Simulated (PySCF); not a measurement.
Vertical excitations of a molecule C3H9BN2 from TDA-PBE/def2-SVPD (PySCF), as energy in eV (oscillator strength): 5.06 (0.004), 5.27 (0.000), 5.57 (0.001), 6.31 (0.011), 6.49 (0.028), 6.57 (0.111), 6.59 (0.019), 6.63 (0.009), 6.74 (0.024), 6.85 (0.032). Lowest triplet (TDA): 4.37 eV. The structure is a stationary point at TPSSh-D3(BJ)/def2-SVP. The values are those of a single conformer.

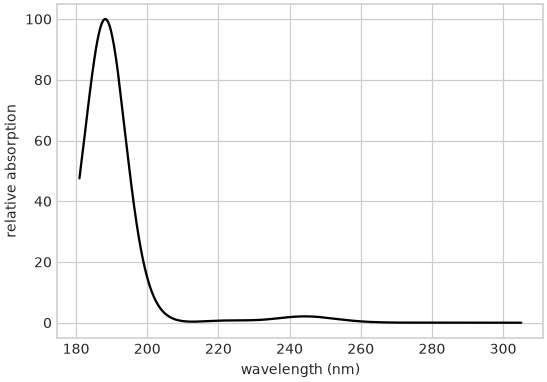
Figure: The lines broadened by 0.4 eV.

### Question
Which molecule gave these data?
A) C=CCB(N)N
B) NB1CCCN1
C) CB1NCCN1
D) C=C(C)B(N)N

### Answer
A, C=CCB(N)N
